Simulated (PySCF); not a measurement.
## What a change does: NMR shielding calculation on C2H5AlBN

System: C2H5AlBN.
Method of run A: GIAO HF/pcSseg-2 NMR shielding, non-relativistic, gas phase (PySCF 2.14.0).

The geometry comes from this level: PBE0-D3(BJ)/def2-SVP. Text and figures count atoms from 1; the logs count them from 0 in places.

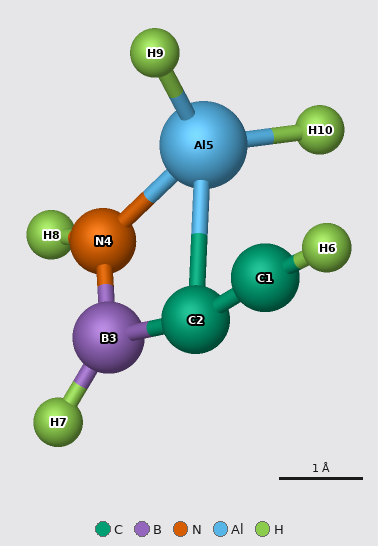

Fig. 1: The input geometry (ball-and-stick view, seen at a tilt; atoms are numbered from 1 in the order of the input). Sticks mark near contacts.

Input, run A:
```
{"job": {"kind": "nmr", "xc": "HF", "basis": "pcSseg-2", "pop": false}, "charge": 0, "multiplicity": 1}
C      1.629060     0.085524    -0.133134
C      0.946062    -0.916459    -0.305146
B     -0.279406    -1.869415    -0.538555
N     -1.417803    -1.083753    -0.609975
Al    -0.817103     0.675521    -0.378569
H      2.305924     0.910121     0.021536
H     -0.180892    -3.067748    -0.629440
H     -2.330571    -1.498995    -0.755990
H     -1.012773     1.329577     1.057295
H     -0.680534     1.575134    -1.682129
```

The first line tells a small driver script what to run in PySCF; the rest is the geometry in Å.

Command:
```bash
OMP_NUM_THREADS=1 python <driver script> task.json out
```

Hardware: 1 CPU thread, shared host.

Output (run A):
```
final grid: 83368 points
cycle   1  E = -399.6947477384  dE =  6.685e-01  |g| = 4.450e-01  |ddm| = 2.642e+00
cycle   2  E = -399.7576599571  dE = -6.291e-02  |g| = 2.066e-01  |ddm| = 5.328e-01
cycle   3  E = -399.7675782267  dE = -9.918e-03  |g| = 8.139e-02  |ddm| = 2.829e-01
cycle   4  E = -399.7695395331  dE = -1.961e-03  |g| = 1.352e-02  |ddm| = 1.115e-01
cycle   5  E = -399.7695946581  dE = -5.513e-05  |g| = 5.504e-03  |ddm| = 2.641e-02
cycle   6  E = -399.7696042657  dE = -9.608e-06  |g| = 1.717e-03  |ddm| = 6.872e-03
cycle   7  E = -399.7696056389  dE = -1.373e-06  |g| = 5.914e-04  |ddm| = 3.140e-03
cycle   8  E = -399.7696058803  dE = -2.414e-07  |g| = 1.741e-04  |ddm| = 1.407e-03
cycle   9  E = -399.7696059069  dE = -2.658e-08  |g| = 4.995e-05  |ddm| = 4.020e-04
cycle  10  E = -399.7696059091  dE = -2.206e-09  |g| = 1.510e-05  |ddm| = 1.302e-04
cycle  11  E = -399.7696059093  dE = -1.982e-10  |g| = 4.956e-06  |ddm| = 3.713e-05
converged SCF energy = -399.7696059093

GIAO shielding tensors (ppm)
atom      isotropic    diamagn.    paramagn.     s11        s22        s33       span
  0 C       83.837     268.020    -184.182     13.580     14.103    223.829    210.250
  1 C       91.898     260.500    -168.603    -16.273     -3.119    295.085    311.358
  2 B       81.563     197.118    -115.555     26.219     94.931    123.540     97.321
  3 N      126.650     325.281    -198.630    -34.144    139.322    274.774    308.918
  4 Al     460.011     792.179    -332.168    418.951    435.795    525.287    106.336
  5 H       28.278      34.483      -6.204     23.609     24.262     36.964     13.355
  6 H       27.232      27.477      -0.245     25.163     26.694     29.840      4.677
  7 H       26.936      30.123      -3.187     23.895     24.516     32.396      8.500
  8 H       27.414      30.704      -3.290     24.858     25.298     32.086      7.228
  9 H       27.416      29.990      -2.574     24.860     25.295     32.092      7.231
```

Run B used a changed input.

The two runs side by side:

| quantity | run A | run B |
| --- | --- | --- |
| outcome | converged | converged |
| total energy (hartree) | −399.769606 | −400.971130 |
| HOMO (eV) | −10.74 | −6.57 |
| LUMO (eV) | 1.98 | −2.27 |
| dipole moment (D) | 1.14 | 0.60 |
| shielding of C1 (ppm) | 83.8 | 77.5 |
| shielding of C2 (ppm) | 91.9 | 75.7 |
| shielding of B3 (ppm) | 81.6 | 66.3 |
| shielding of N4 (ppm) | 126.7 | 84.5 |
| shielding of Al5 (ppm) | 460.0 | 398.6 |
| shielding of H8 (ppm) | 26.9 | 25.4 |
| shielding of H9 (ppm) | 27.4 | 26.3 |
| SCF iterations | 11 | 16 |
| basis functions | 257 | 257 |
| wall time (shared host) | 21 s | 53 s |

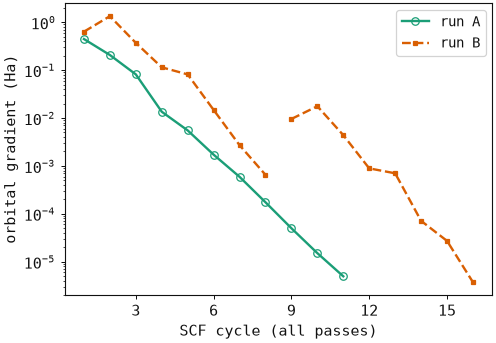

Fig. 2: Convergence of the two runs: orbital gradient against the SCF cycle. A break in a curve parts two SCF passes (coarse and final grid). Run A takes 11 cycles in all, and run B takes 16.

Which change of the input explains these differences?

The change (lines with − go, lines with + come):
```diff
-"xc": "HF"
+"xc": "PBE"
```

The total energies belong to different methods, so their difference says nothing on which is more stable or more accurate. The HOMO goes from −10.74 to −6.57 eV. The LUMO goes from 1.98 to −2.27 eV. The dipole moment goes from 1.14 to 0.60 D. Of all shieldings, the largest change is that of Al5, by −61.4 ppm. The method changes from HF to PBE. Exact exchange removes part of the self-interaction error of semilocal functionals, which pushes filled and empty levels apart. The SCF takes 16 iterations against 11.

Output (run B):
```
coarse grid: 9048 points
cycle   1  E = -400.8598020382  dE =  3.169e-01  |g| = 6.340e-01  |ddm| = 2.426e+00
cycle   2  E = -400.4912532771  dE =  3.685e-01  |g| = 1.335e+00  |ddm| = 1.441e+00
cycle   3  E = -400.9169159256  dE = -4.257e-01  |g| = 3.704e-01  |ddm| = 1.085e+00
cycle   4  E = -400.9523286836  dE = -3.541e-02  |g| = 1.143e-01  |ddm| = 3.333e-01
cycle   5  E = -400.9540108638  dE = -1.682e-03  |g| = 8.129e-02  |ddm| = 1.168e-01
cycle   6  E = -400.9556525607  dE = -1.642e-03  |g| = 1.475e-02  |ddm| = 5.975e-02
cycle   7  E = -400.9557209884  dE = -6.843e-05  |g| = 2.708e-03  |ddm| = 1.674e-02
cycle   8  E = -400.9557227482  dE = -1.760e-06  |g| = 6.511e-04  |ddm| = 2.851e-03
final grid: 83368 points
cycle   9  E = -400.9711079398  dE = -8.200e-05  |g| = 9.548e-03  |ddm| = 4.733e-02
cycle  10  E = -400.9710587267  dE =  4.921e-05  |g| = 1.761e-02  |ddm| = 2.363e-02
cycle  11  E = -400.9711246492  dE = -6.592e-05  |g| = 4.393e-03  |ddm| = 1.265e-02
cycle  12  E = -400.9711297931  dE = -5.144e-06  |g| = 8.881e-04  |ddm| = 3.792e-03
cycle  13  E = -400.9711298675  dE = -7.438e-08  |g| = 7.008e-04  |ddm| = 9.284e-04
cycle  14  E = -400.9711299978  dE = -1.303e-07  |g| = 7.133e-05  |ddm| = 4.500e-04
cycle  15  E = -400.9711299989  dE = -1.099e-09  |g| = 2.720e-05  |ddm| = 7.631e-05
cycle  16  E = -400.9711299991  dE = -2.062e-10  |g| = 3.734e-06  |ddm| = 2.833e-05
converged SCF energy = -400.9711299991

GIAO shielding tensors (ppm)
atom      isotropic    diamagn.    paramagn.     s11        s22        s33       span
  0 C       77.523     268.167    -190.644      3.533     14.133    214.904    211.371
  1 C       75.673     262.545    -186.872    -25.988    -21.210    274.217    300.205
  2 B       66.287     197.473    -131.186     12.734     73.876    112.250     99.516
  3 N       84.530     321.179    -236.648    -88.003     77.896    263.698    351.701
  4 Al     398.606     795.313    -396.707    353.946    374.938    466.933    112.987
  5 H       28.202      33.065      -4.863     23.939     24.557     36.110     12.171
  6 H       26.389      28.028      -1.639     24.844     26.088     28.234      3.390
  7 H       25.424      29.910      -4.486     23.579     24.659     28.034      4.455
  8 H       26.318      30.167      -3.849     23.842     24.380     30.733      6.892
  9 H       26.320      29.461      -3.141     23.844     24.375     30.740      6.896
```
